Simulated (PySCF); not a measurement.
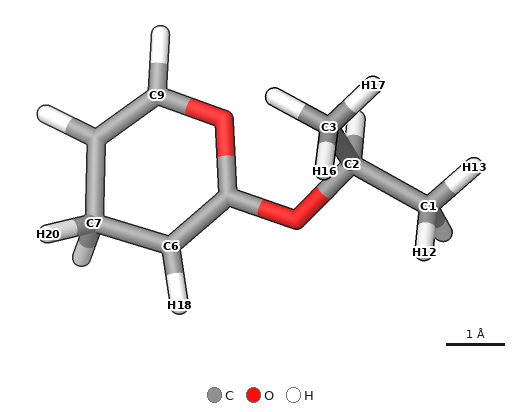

Figure 1. The structure as given in the input (stick view, seen at a tilt; atoms are numbered from 1 in the order of the input).

**C₈H₁₂O₂: NMR shielding calculation**

- system: C₈H₁₂O₂
- method: GIAO PBE0/pcSseg-1 NMR shielding, non-relativistic, gas phase (PySCF 2.14.0)

The geometry comes from this level: GFN2-xTB. It belongs to a series of runs on one base structure; here: H on C replaced by OiPr. Figures and captions count atoms from 1; the log counts them from 0 in places.

Log:
```
coarse grid: 18304 points
cycle   1  E = -461.6949140412  dE =  1.620e+00  |g| = 7.382e-01  |ddm| = 4.209e+00
cycle   2  E = -461.6399754649  dE =  5.494e-02  |g| = 9.231e-01  |ddm| = 1.106e+00
cycle   3  E = -461.8035286416  dE = -1.636e-01  |g| = 1.097e-01  |ddm| = 6.393e-01
cycle   4  E = -461.8056166204  dE = -2.088e-03  |g| = 5.571e-02  |ddm| = 1.356e-01
cycle   5  E = -461.8062454537  dE = -6.288e-04  |g| = 1.869e-02  |ddm| = 5.628e-02
cycle   6  E = -461.8063141551  dE = -6.870e-05  |g| = 4.913e-03  |ddm| = 1.651e-02
cycle   7  E = -461.8063190253  dE = -4.870e-06  |g| = 1.373e-03  |ddm| = 4.542e-03
final grid: 176544 points
cycle   8  E = -461.8895264760  dE = -3.887e-05  |g| = 1.567e-02  |ddm| = 3.538e-02
cycle   9  E = -461.8894564081  dE =  7.007e-05  |g| = 2.477e-02  |ddm| = 2.564e-02
cycle  10  E = -461.8895718877  dE = -1.155e-04  |g| = 2.983e-03  |ddm| = 1.781e-02
cycle  11  E = -461.8895741735  dE = -2.286e-06  |g| = 4.666e-04  |ddm| = 3.100e-03
cycle  12  E = -461.8895742137  dE = -4.014e-08  |g| = 2.092e-04  |ddm| = 5.014e-04
cycle  13  E = -461.8895742226  dE = -8.914e-09  |g| = 5.306e-05  |ddm| = 1.808e-04
cycle  14  E = -461.8895742231  dE = -4.729e-10  |g| = 2.041e-05  |ddm| = 5.135e-05
```

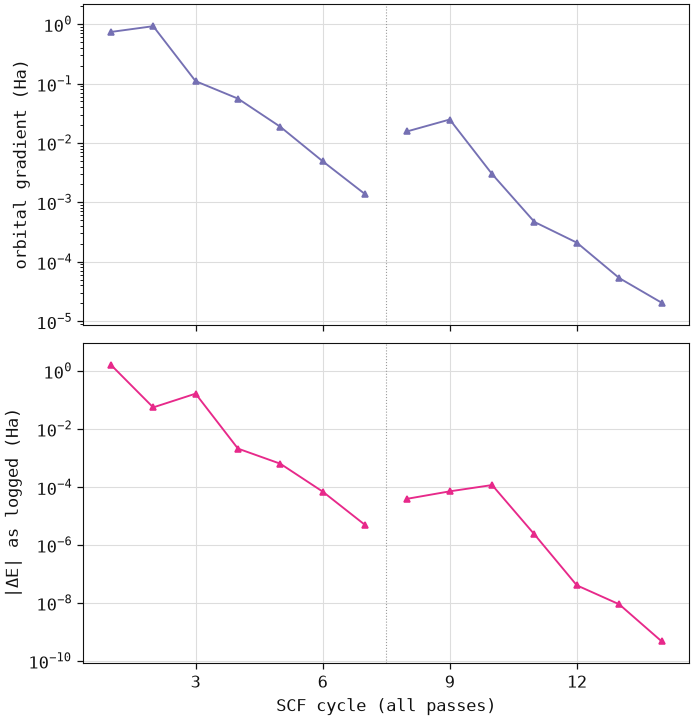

Figure 2. Convergence of the self-consistent field: orbital gradient and size of the energy change against the SCF cycle. The dotted line marks the change from a coarse to the final integration grid. The first 7 cycles use a coarse grid, the final grid takes over at cycle 8, and the field converges after 14 cycles in all.

```
converged SCF energy = -461.8895742231

GIAO shielding tensors (ppm)
atom      isotropic    diamagn.    paramagn.     s11        s22        s33       span
  0 C      162.377     246.821     -84.444    144.932    155.208    186.992     42.061
  1 C      117.096     243.077    -125.981     84.404    109.273    157.609     73.206
  2 C      162.277     249.782     -87.505    146.882    152.846    187.103     40.221
  3 O      191.812     401.827    -210.015    144.323    196.228    234.886     90.563
  4 C       24.905     253.500    -228.594    -70.197     67.340     77.572    147.769
  5 C      110.830     257.316    -146.487     45.642    130.033    156.814    111.172
  6 C      160.629     245.622     -84.992    147.951    162.785    171.151     23.200
  7 C       77.872     259.574    -181.702    -22.938     94.373    162.181    185.119
  8 C       40.165     246.298    -206.133    -58.557     77.664    101.389    159.946
  9 O      175.276     404.710    -229.434     84.607    137.818    303.403    218.796
 10 H       30.230      29.652       0.577     25.963     28.063     36.662     10.699
 11 H       30.461      29.807       0.655     27.315     28.782     35.286      7.971
 12 H       30.795      28.313       2.482     26.642     28.471     37.274     10.632
 13 H       27.074      32.989      -5.915     23.366     28.478     29.378      6.012
 14 H       29.988      32.532      -2.543     24.944     30.372     34.649      9.705
 15 H       30.690      31.363      -0.673     28.096     28.490     35.483      7.387
 16 H       30.884      30.217       0.667     26.774     28.394     37.484     10.710
 17 H       27.794      33.778      -5.985     23.781     28.719     30.881      7.099
 18 H       28.611      27.805       0.807     24.335     26.476     35.023     10.688
 19 H       28.527      28.364       0.163     24.372     26.372     34.836     10.464
 20 H       26.816      28.752      -1.936     25.095     27.410     27.943      2.848
 21 H       25.339      29.605      -4.265     22.274     26.432     27.312      5.038
```

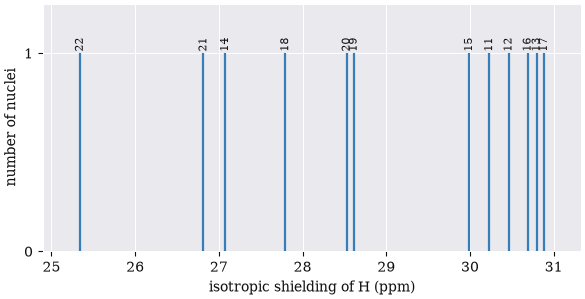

Figure 3. Isotropic shieldings of the hydrogen nuclei in this fixed geometry, labelled by atom number; shielding grows to the right, so chemical shift grows to the left. The least shielded is H22 (25.3 ppm), the most shielded H17 (30.9 ppm).

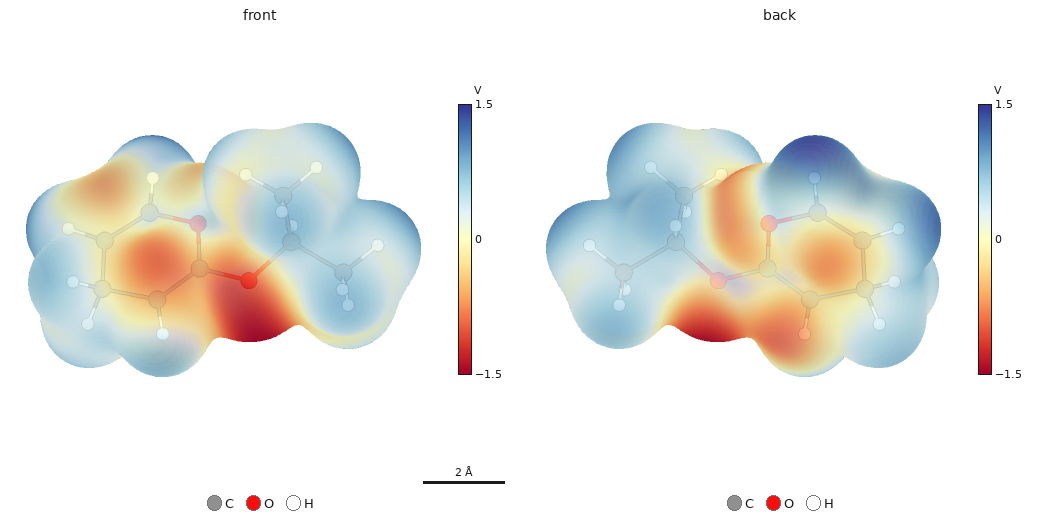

Figure 4. The molecular electrostatic potential painted on the density surface at 0.004 e/bohr³, seen at a tilt and from behind; red is negative and blue positive.

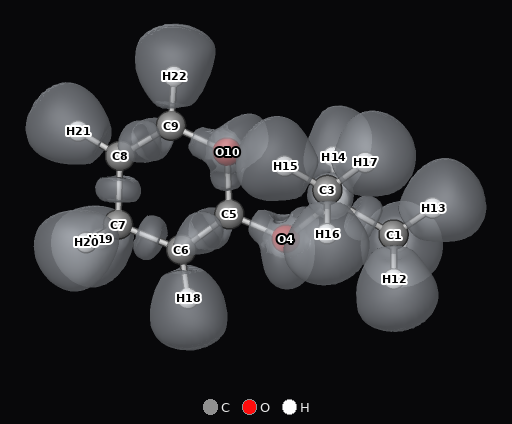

Figure 5. Isosurface of the electron localisation function at 0.75 (grey), seen at a tilt. Core shells and regions of very low density are left out. Along the contacts the grid gives the following. C–C (1.32 Å): the ELF peaks at about 0.90 between the atoms (a multiple bond by its length, whose ELF region spreads away from the axis). C–O (1.35 Å): the ELF peaks at about 0.90 between the atoms (a polar covalent bond).

This output came from the following input.

Input file:
```
{"job": {"kind": "nmr", "xc": "PBE0", "basis": "pcSseg-1"}, "charge": 0, "multiplicity": 1}
C     -3.099350    -0.679823     0.037645
C     -1.797017     0.091308     0.214052
C     -1.872586     1.475315    -0.427934
O     -0.782846    -0.699475    -0.409761
C      0.513535    -0.436056    -0.135952
C      1.488282    -1.002765    -0.840800
C      2.944197    -0.781087    -0.540673
C      3.074447     0.111807     0.657141
C      2.023625     0.623134     1.274290
O      0.718811     0.416182     0.921234
H     -3.016814    -1.660475     0.498050
H     -3.307327    -0.810852    -1.020696
H     -3.918836    -0.136637     0.499114
H     -1.570250     0.193556     1.283509
H     -0.933178     2.006581    -0.296843
H     -2.073210     1.376438    -1.492397
H     -2.667976     2.054364     0.033239
H      1.221950    -1.660734    -1.649211
H      3.446664    -1.739744    -0.354102
H      3.451340    -0.328607    -1.404098
H      4.065359     0.336162     1.017008
H      2.080770     1.270794     2.136335
```

The first line tells a small driver script what to run in PySCF; the rest is the geometry in Å.

Launched with:
```bash
OMP_NUM_THREADS=1 python <driver script> task.json out
```

Results in brief:

```tsv
quantity	value
outcome	converged
total energy	−461.889574 hartree
HOMO	−5.73 eV
LUMO	0.41 eV
dipole moment	1.16 D
isotropic shielding, C	24.9 to 162.4 ppm
isotropic shielding, O	175.3 to 191.8 ppm
isotropic shielding, H	25.3 to 30.9 ppm
hardware	1 CPU thread, shared host
wall time	58 s
peak memory	1.1 GiB
```
